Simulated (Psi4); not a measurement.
**AlNH2ClF (SMILES [NH2][Al]([F])[Cl]): a chain of runs**

We compute a geometry optimisation (TPSS/def2-SVP), then vibrational wavenumbers of AlNH2ClF. 

The results are computed with Psi4 1.11.

## 1. The molecule

The species is AlNH2ClF (6 atoms), meant as a singlet with charge 0. SMILES: `[NH2][Al]([F])[Cl]`. The shape is that of a PBE0-D4/def2-TZVP optimisation. The run starts from this shape.

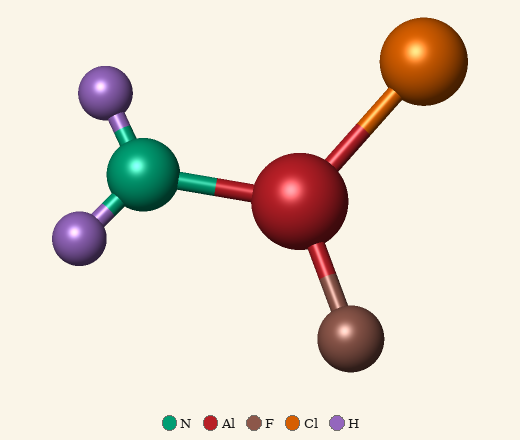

The structure, seen from a chosen angle (nitrogen teal, aluminium red, fluorine brown, chlorine orange, hydrogen purple).

## 2. A geometry optimisation at TPSS/def2-SVP (density fitting) (run 1)

File input.dat:

```
memory 1600 mb

molecule {
  0 1
  N
  Al 1 1.745943
  F 2 1.641097 1 119.84303
  Cl 2 2.079241 3 118.97171 1 -179.98525
  H 1 1.006369 2 124.57351 3 -0.03097
  H 1 1.006015 5 111.09523 2 179.97053
  units angstrom
}

set {
  basis def2-SVP
  reference rks
  geom_maxiter 60
}

optimize('tpss')
print_variables()
```

Launch:

```
psi4 input.dat output.dat -n 1
```

output.dat:

```text
[...]
  Running in c1 symmetry.
[...]
  Nuclear repulsion =  197.663477299896698
[...]
  Multiplicity = 1
[...]
  Nalpha       = 24
  Nbeta        = 24
[...]
    Number of basis functions: 74
[...]
   @DF-RKS iter   1:  -857.90980376843868   -1.43606e-01   1.33394e-02 ADIIS/DIIS
[...]
   @DF-RKS iter   7:  -858.31811588047299   -1.25056e-12   6.00858e-09 DIIS
[...]
  @DF-RKS Final Energy:  -858.31811588047299
   => Energetics <=
    Nuclear Repulsion Energy =            195.3043409491876048
    One-Electron Energy =               -1577.1845924817596369
    Two-Electron Energy =                 588.7611090629582122
    DFT Exchange-Correlation Energy =     -65.1989734108591961
    Empirical Dispersion Energy =           0.0000000000000000
    VV10 Nonlocal Energy =                  0.0000000000000000
    Total Energy =                       -858.3181158804729876
[...]
 Multipole Moments:
 ------------------------------------------------------------------------------------
     Multipole            Electronic (a.u.)      Nuclear  (a.u.)        Total (a.u.)
 ------------------------------------------------------------------------------------
 L = 1.  Multiply by 2.5417464519 to convert [e a0] to [Debye]
 Dipole X            :         -0.0000690            0.0003545            0.0002855
 Dipole Y            :         -0.0363812            0.0504202            0.0140390
 Dipole Z            :          4.8774076           -5.9371272           -1.0597195
 Magnitude           :                                                    1.0598126
[...]
  -Total Gradient:
     Atom            X                  Y                   Z
    ------   -----------------  -----------------  -----------------
       1       -0.000003408643    -0.000018924852    -0.000105067801
       2        0.000006589308     0.000199048008     0.000052771142
       3       -0.000002892629     0.000165234468     0.000038645613
       4       -0.000001133882     0.000107309216    -0.000135844728
       5        0.000001592096     0.000002320736     0.000016967435
       6       -0.000000875765     0.000021598456    -0.000049982804
[...]
    Final optimized geometry and variables:
    Molecular point group: c1
    Full point group: C1
    Geometry (in Angstrom), charge = 0, multiplicity = 1:
    N
    AL            1    1.762245
    F             2    1.669564      1  119.967962
    CL            2    2.099866      3  119.062301      1  179.990713
    H             1    1.020054      2  124.765492      3   -0.020131
    H             1    1.019862      5  110.455356      2  179.988591
  Variable Map:
  ----------------------------------------------------------------------------
  "CURRENT ENERGY"              =>    -858.318115880473
  "CURRENT REFERENCE ENERGY"    =>    -858.318115880473
[...]
```

Standard output:

```text
Optimizer: Optimization complete!
```

Wall time 29 s (1 thread of Intel Xeon 6975P-C (Granite Rapids), shared host); peak memory 0.81 GiB.

Steps, from the record of the run:

```csv
step,energy from the first frame kept (eV),largest force (eV/Å)
0,0.0000,0.9430
1,-0.0285,0.2131
2,-0.0295,0.0354
3,-0.0296,0.0106
```

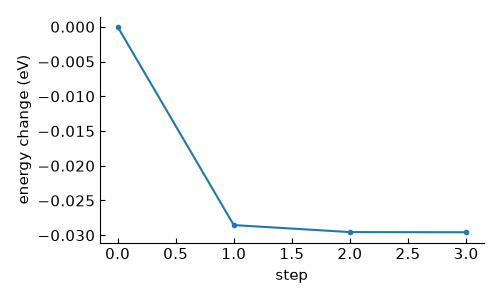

Energy along the run.

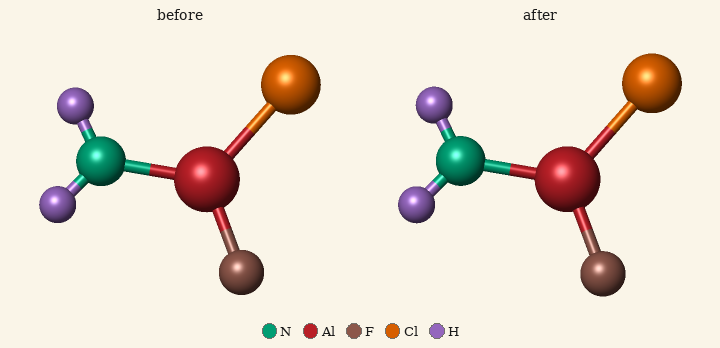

Before and after, at one scale.

After the run. Bond lengths: N1–Al2 1.762 Å, Al2–F3 1.670 Å, Al2–Cl4 2.100 Å, N1–H5 1.020 Å, N1–H6 1.020 Å. Angles: N1–Al2–F3 120.0°, N1–Al2–Cl4 121.0°, F3–Al2–Cl4 119.1°, Al2–N1–H5 124.8°, Al2–N1–H6 124.8°, H5–N1–H6 110.5°.

## 3. Vibrational wavenumbers at TPSS/def2-SVP (density fitting) (run 2)

File input.inp:

```
memory 1600 MB

molecule {
  0 1
  N     -0.113496     1.000943    -0.024108
  Al     0.153776    -0.736833     0.095094
  F      1.058005    -1.357117     1.354087
  Cl    -0.650276    -2.053960    -1.329024
  H      0.248640     1.691589     0.633444
  H     -0.652079     1.457565    -0.760004
}

set basis def2-SVP
set t 400.0
set rotational_symmetry_number 1

e_tot, wfn = frequency("tpss", return_wfn=True)
```

Launch:

```
psi4 -n 1 input.inp input.out
```

input.out, shortened:

```text
[...]
  Running in c1 symmetry.
[...]
  Nuclear repulsion =  195.304319566264383
[...]
  Multiplicity = 1
[...]
  Nalpha       = 24
  Nbeta        = 24
[...]
    Number of basis functions: 74
[...]
   @DF-RKS iter   1:  -857.91686157783283   -1.89631e-01   1.32112e-02 DIIS/ADIIS
[...]
   @DF-RKS iter  12:  -858.31811287365122   -4.32010e-12   8.43075e-09 DIIS
[...]
  @DF-RKS Final Energy:  -858.31811287365122
   => Energetics <=
    Nuclear Repulsion Energy =            195.2931955232863288
    One-Electron Energy =               -1577.1647957015845805
    Two-Electron Energy =                 588.7514166523591257
    DFT Exchange-Correlation Energy =     -65.1979293477121473
    Empirical Dispersion Energy =           0.0000000000000000
    VV10 Nonlocal Energy =                  0.0000000000000000
    Total Energy =                       -858.3181128736512164
[...]
  -Total Gradient:
     Atom            X                  Y                   Z
    ------   -----------------  -----------------  -----------------
       1        0.000200730049    -0.000869659644     0.000153749503
       2       -0.000106036964    -0.000063775628    -0.000154459434
       3       -0.000079026368    -0.000058346729    -0.000144012455
       4       -0.000078279018     0.000123287011    -0.000092353365
       5        0.000437962302     0.000560440710     0.000772512954
       6       -0.000659161675     0.000421742973    -0.000944089187
[...]
  ==> Harmonic Vibrational Analysis <==
[...]
  Freq [cm^-1]                 171.4481            208.5485            241.7150
[...]
  IR activ [km/mol]             4.5867             17.8287             59.3468
[...]
  Freq [cm^-1]                 360.0214            379.5556            487.5724
[...]
  IR activ [km/mol]             2.2301             139.8913            30.6330
[...]
  Freq [cm^-1]                 658.0416            811.0985            924.0283
[...]
  IR activ [km/mol]            44.1031             165.1221            121.4493
[...]
  Freq [cm^-1]                1518.7774           3518.0222           3606.4773
[...]
  IR activ [km/mol]            40.0031             31.0217             31.5326
[...]
  Total E_0, Enthalpy at 0 [K]                                                         -858.28876099 [Eh]
[...]
  Total H, Enthalpy at  400.00 [K]                                                     -858.27874754 [Eh]
[...]
```

On the terminal:

```text
Warning: used thermodynamics relations inappropriate for low-frequency modes: ['171.4481' '208.5485' '241.7150' '360.0214' '379.5556' '487.5724']
```

Run time: 3.8 min. Hardware: 1 thread of Intel Xeon 6975P-C (Granite Rapids), shared host; peak memory 0.79 GiB.

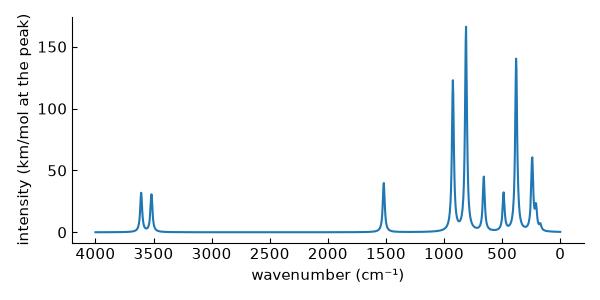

Harmonic infrared spectrum, unscaled, lines broadened by 10 cm⁻¹.

## 4. Outcome

| quantity | value |
| --- | --- |
| run 1, TPSS/def2-SVP: total energy at the end | -858.31812 Eh |
| run 1, TPSS/def2-SVP: dipole moment | 2.69 D |
| run 1, TPSS/def2-SVP: HOMO energy | -6.39 eV |
| run 1, TPSS/def2-SVP: LUMO energy | -1.13 eV |
| run 1, TPSS/def2-SVP: HOMO–LUMO gap | 5.25 eV |
| run 2, TPSS/def2-SVP: lowest harmonic wavenumber | 171 cm⁻¹ |
| run 2, TPSS/def2-SVP: highest harmonic wavenumber | 3606 cm⁻¹ |
| run 2, TPSS/def2-SVP: zero-point energy | 77.1 kJ/mol |
| run 2, TPSS/def2-SVP: ideal-gas entropy at 400 K (symmetry number 1 as used) | 82.1 cal/(mol K) |

**Reading.** The optimisation (run 1, TPSS/def2-SVP) took 4 steps and changed the energy by -0.030 eV. All 12 modes (run 2, TPSS/def2-SVP) are real, so the shape is a minimum at this level.
